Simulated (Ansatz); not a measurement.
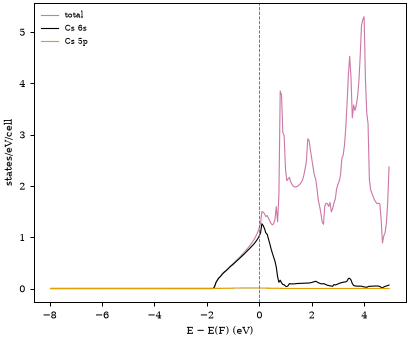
Figure: Total and projected density of states of Cs (bcc (W type), Im-3m), plane-wave PAW r²SCAN+D4 (Ansatz code)

Task: Which orbitals carry the states next to the Fermi level?

Result: Within 0.5 eV of the Fermi level: Cs 6s 81 %, outside the projected shells 18 %. Projections are on Löwdin-orthogonalised atomic valence shells; empty p or d shells of many metals are not among them.

Symmetry was held in the r²SCAN+D4 relaxation. The pairwise dispersion correction was not fitted to metals. Scalar-relativistic: spin–orbit coupling is off unless named, which matters more the heavier the elements.

Potentials: the later of the program's two PAW sets.
